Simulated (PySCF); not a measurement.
C3H5AlCl3N

```xyz
13

C     2.4894    1.0123    0.7781
C     1.3186    0.6982    0.0370
N     0.3824    0.4316   -0.5702
Al   -1.5126    0.1922   -1.1021
C    -1.6806   -1.3082    0.3390
Cl   -1.9317   -2.0418    1.9063
Cl   -0.6829   -2.3980   -0.6657
Cl   -3.2820   -1.2303   -0.5299
H     2.3404    0.7244    1.8193
H     2.6828    2.0835    0.7231
H     3.3403    0.4673    0.3686
H    -1.3975   -0.1374   -2.6054
H    -2.0710    1.5065   -0.5159
```

Geometry: GFN2-xTB.

Computed with PBE0/pcSseg-1, SCF density, gas phase, non-relativistic in PySCF.

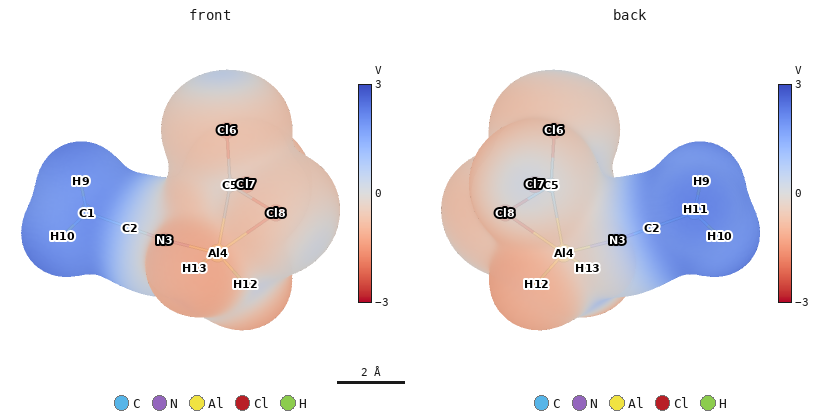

Figure 1. The molecular electrostatic potential painted on the density surface at 0.002 e/bohr³, seen from the front and from behind; red is negative and blue positive.

Q: Which sites attract a positive test charge, and which a negative one?

A: A positive charge is drawn to the negative regions and a negative charge to the positive ones. The most negative region (about −1.2 V) lies over H12 and H13, the most positive (about +2.2 V) over H10 and H11. Cl6 shows a σ-hole: about +0.5 V at the tip opposite its bond, against about −0.6 V on its flanks. Cl7 shows a σ-hole: about +0.2 V at the tip opposite its bond, against about −0.6 V on its flanks.

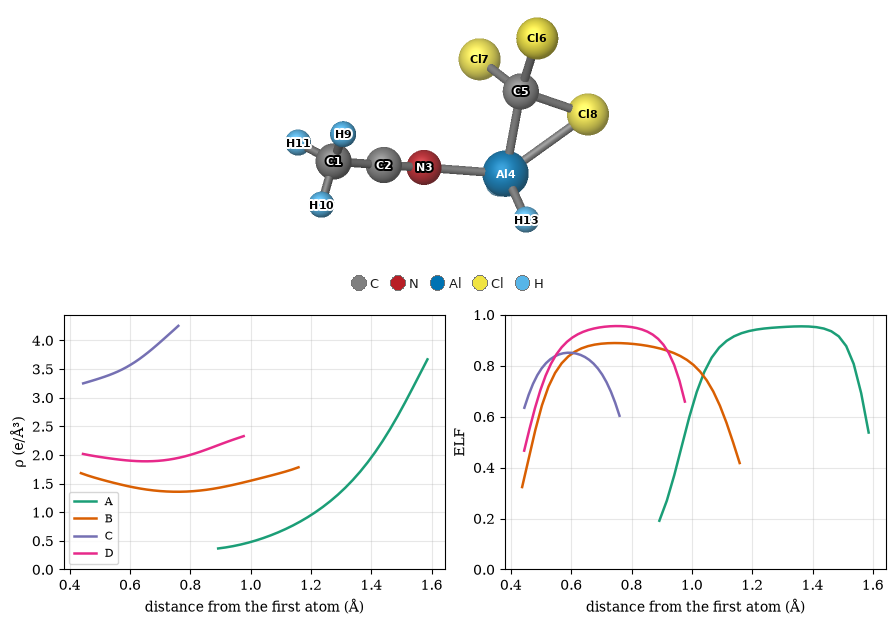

Figure 2. Electron density and ELF along straight lines between neighbouring atoms. The curves leave out the atomic cores. The structure is drawn too.

Q: Which curve belongs to which contact (Al–N, C–C, C–Cl and C–N)? The first atom named is at distance zero.

A: Curve A: Al–N (1.98 Å): ρ is about 0.47 e/Å³ halfway; the ELF peaks at about 0.95 in the valence shell of N, 0.6 Å from its nucleus, and is about 0.60 at the midpoint. Curve B: C–Cl (1.75 Å): the density is about 1.4 e/Å³ at the midpoint; the ELF peaks at about 0.90 between the atoms: localised, covalent bonding. Curve C: C–N (1.15 Å): the density is about 3.5 e/Å³ at the midpoint; the ELF peaks at about 0.85 between the atoms; a short, multiple covalent bond. Curve D: C–C (1.42 Å): the density is about 1.9 e/Å³ at the midpoint; the ELF peaks at about 0.95 between the atoms (localised, covalent bonding).
